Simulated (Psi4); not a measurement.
# SiH2 (SMILES [SiH2]): revPBE/aug-cc-pVTZ

Aim: the vertical ionisation energy of SiH2 at revPBE/aug-cc-pVTZ, from 2 runs. 

The results are computed with Psi4 1.11.

2 further runs of the same task are left out: 2 set aside as unsound or not needed.

**1. The system as given**

SiH2 has 3 atoms, charge 0, and is taken as a singlet. As SMILES, `[SiH2]`. Geometry: relaxed at PBE0-D4/def2-TZVP.

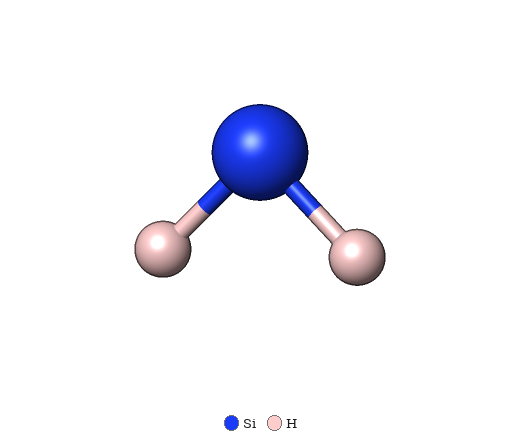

The structure, seen from a chosen angle (silicon blue, hydrogen pink).

**2. Energy and gradient at revPBE/aug-cc-pVTZ**

File calc.dat:

```
memory 1600 MB

molecule m {
  0 1
  Si    -0.92823347     0.88552566    -0.40364550
  H      1.58793686     1.09339554     0.98738190
  H     -0.65970339    -1.97892120    -0.58373640
  units bohr
  symmetry c1
}

set basis aug-cc-pVTZ
set reference rks
set puream true
set e_convergence 1e-09
set d_convergence 1e-08
set scf_type pk
set dft_radial_points 99
set dft_spherical_points 590

E, wfn = gradient('revpbe', return_wfn=True)
print_variables()
```

The run is started by

```console
psi4 -i calc.dat -o calc.out -n 1
```

calc.out:

```text
[...]
  Running in c1 symmetry.
[...]
  Nuclear repulsion =    9.956246047361175
[...]
  Multiplicity = 1
[...]
  Nalpha       = 8
  Nbeta        = 8
[...]
    Number of basis functions: 96
[...]
   @RKS iter   1:  -290.50893201815802   -2.97022e-01   3.14138e-03 ADIIS/DIIS
[...]
   @RKS iter   9:  -290.55940907302875   -2.44427e-12   6.74912e-10 DIIS
[...]
    Orbital Energies [Eh]
    ---------------------
    Doubly Occupied:
       1A    -65.468708     2A     -5.083283     3A     -3.497377
       4A     -3.485992     5A     -3.482943     6A     -0.459794
       7A     -0.291084     8A     -0.214763
[...]
  @RKS Final Energy:  -290.55940907302875
   => Energetics <=
    Nuclear Repulsion Energy =              9.9562460473611747
    One-Electron Energy =                -421.7194074087198601
    Two-Electron Energy =                 142.6982139954145055
    DFT Exchange-Correlation Energy =     -21.4944617070845680
    Empirical Dispersion Energy =           0.0000000000000000
    VV10 Nonlocal Energy =                  0.0000000000000000
    Total Energy =                       -290.5594090730287462
[...]
 Multipole Moments:
 ------------------------------------------------------------------------------------
     Multipole            Electronic (a.u.)      Nuclear  (a.u.)        Total (a.u.)
 ------------------------------------------------------------------------------------
 L = 1.  Multiply by 2.5417464519 to convert [e a0] to [Debye]
 Dipole X            :         -1.3500884            1.3986185            0.0485300
 Dipole Y            :          1.1916165           -1.2344223           -0.0428057
 Dipole Z            :         -0.0000000            0.0000000           -0.0000000
 Magnitude           :                                                    0.0647109
[...]
  -Total Gradient:
     Atom            X                  Y                   Z
    ------   -----------------  -----------------  -----------------
       1        0.005470615714    -0.004820177298     0.000000000000
       2       -0.005068936805    -0.000229256872     0.000000000000
       3       -0.000401920574     0.005049648385     0.000000000000
[...]
```

It took 13 s on 1 thread of Intel Xeon 6975P-C (Granite Rapids), shared host; peak memory 1 GiB.

**3. The doublet cation, same level**

File calc.dat:

```
memory 1600 mb

molecule geom {
  1 2
  Si    -0.491200     0.468600    -0.213600
  H      0.840300     0.578600     0.522500
  H     -0.349100    -1.047200    -0.308900
  symmetry c1
  no_reorient
  no_com
}

set {
  reference uks
  puream true
  e_convergence 1e-09
  d_convergence 1e-08
  scf_type pk
  dft_radial_points 99
  dft_spherical_points 590
  maxiter 200
}

energy_value, wavefunction = gradient("revpbe/aug-cc-pVTZ", return_wfn=True)
oeprop(wavefunction, "MULLIKEN_CHARGES", "DIPOLE", "QUADRUPOLE", title="REVPBE")
```

The run is started by

```console
psi4 calc.dat calc.out -n 1
```

calc.out:

```text
[...]
  Running in c1 symmetry.
[...]
  Nuclear repulsion =    9.956246036569164
[...]
  Multiplicity = 2
[...]
  Nalpha       = 8
  Nbeta        = 7
[...]
    Number of basis functions: 96
[...]
   @UKS iter   1:  -290.18700461044892    2.49054e-02   2.40277e-03 ADIIS/DIIS
[...]
   @UKS iter  10:  -290.21693900951368   -3.41061e-13   8.30075e-09 DIIS
[...]
   @S^2 Observed:                7.525817506E-01
[...]
  @UKS Final Energy:  -290.21693900951368
   => Energetics <=
    Nuclear Repulsion Energy =              9.9562460365691638
    One-Electron Energy =                -416.5181126885316871
    Two-Electron Energy =                 137.5814169166085037
    DFT Exchange-Correlation Energy =     -21.2364892741597018
    Empirical Dispersion Energy =           0.0000000000000000
    VV10 Nonlocal Energy =                  0.0000000000000000
    Total Energy =                       -290.2169390095136805
[...]
  -Total Gradient:
     Atom            X                  Y                   Z
    ------   -----------------  -----------------  -----------------
       1       -0.023590269096     0.022512244523    -0.010257471707
       2        0.003437532769    -0.022675397362    -0.000712748096
       3        0.020152530003     0.000163350499     0.010970130176
[...]
 Multipole Moments:
 ------------------------------------------------------------------------------------
     Multipole            Electronic (a.u.)      Nuclear  (a.u.)        Total (a.u.)
 ------------------------------------------------------------------------------------
 L = 1.  Multiply by 2.5417464519 to convert [e a0] to [Debye]
 Dipole X            :         11.1925568          -12.0670351           -0.8744783
 Dipole Y            :        -10.6775880           11.5118336            0.8342456
 Dipole Z            :          4.8671218           -5.2473915           -0.3802697
 Magnitude           :                                                    1.2669977
 L = 2.  Multiply by 1.3450342976 to convert [e a0^2] to [Debye ang]
 Quadrupole XX       :        -21.6805853           15.0193954           -6.6611899
 Quadrupole XY       :          7.4978129           -8.4658998           -0.9680868
[...]
  Mulliken Charges: (a.u.)
   Center  Symbol    Alpha    Beta     Spin     Total
       1    SI     6.85460  6.15094  0.70366  0.99446
       2     H     0.57270  0.42453  0.14817  0.00277
       3     H     0.57270  0.42453  0.14818  0.00277
   Total alpha =  8.00000, Total beta =  7.00000, Total charge =  1.00000
    Psi4 run time: 0:00:15.40
```

Run time: 17 s. Hardware: 1 thread of Intel Xeon 6975P-C (Granite Rapids), shared host; peak memory 1 GiB.

**4. Results**

At revPBE/aug-cc-pVTZ:

| quantity | value |
| --- | --- |
| singlet SiH2: total energy | -290.55941 Eh |
| singlet SiH2: dipole moment | 0.16 D |
| singlet SiH2: HOMO energy | -5.84 eV |
| singlet SiH2: LUMO energy | -3.99 eV |
| singlet SiH2: HOMO–LUMO gap | 1.86 eV |
| singlet SiH2: largest force on an atom | 0.375 eV/Å |
| doublet cation: total energy | -290.21694 Eh |
| doublet cation: HOMO energy (highest over α and β) | -14.66 eV |
| doublet cation: LUMO energy (lowest over α and β) | -12.69 eV |
| doublet cation: ⟨S²⟩ | 0.753 |
| doublet cation: largest force on an atom | 1.758 eV/Å |
| vertical ionisation energy (to the doublet cation) | 9.319 eV |

In words: Removing an electron at fixed nuclei costs 9.32 eV (899 kJ/mol). The largest force (singlet SiH2) is 0.37 eV/Å: the shape isn't a stationary point for this species at this level. The negative HOMO energy of the first species, 5.84 eV, lies 3.48 eV below that difference. Mulliken charges (doublet cation) run from +0.00 on H2 to +0.99 on Si1; in a basis this large or diffuse they mean little.
